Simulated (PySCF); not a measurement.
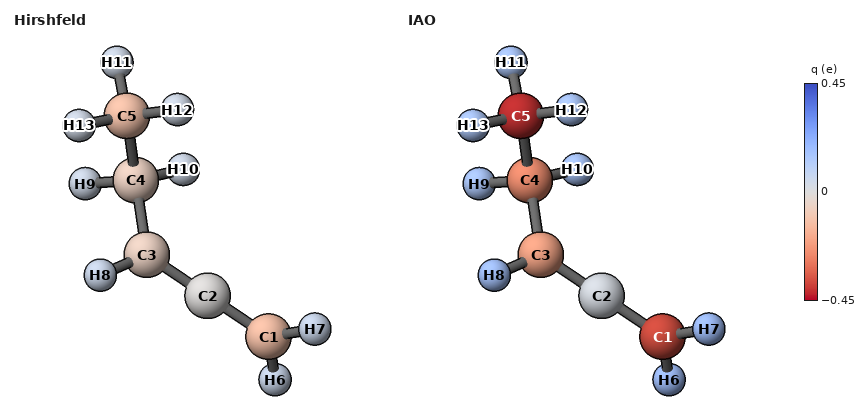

Atomic charges of one calculation by 2 schemes, on one colour scale. Computed geometry: PBE0-D3(BJ)/def2-SVP optimisation. No frequency run is at hand to confirm it as a minimum. Computed with PBE0/pcSseg-1 (PySCF 2.14.0).

> Which scheme gives the most polar picture (largest mean size of the charges)?

The IAO charges are the largest in size here.

> On which atom do the schemes disagree most?

On C5 (from −0.41 to −0.11 e).

List the charges (e), one line for each set of equivalent atoms.

```
atom  Hirshfeld    IAO
  C1      −0.12  −0.36
  C2      −0.01   0.02
  C3      −0.06  −0.19
  C4      −0.06  −0.24
  C5      −0.11  −0.41
  H6       0.05   0.17
  H7       0.05   0.17
  H8       0.05   0.16
  H9       0.04   0.14
 H10       0.04   0.14
 H11       0.04   0.14
 H12       0.04   0.14
 H13       0.04   0.13
```
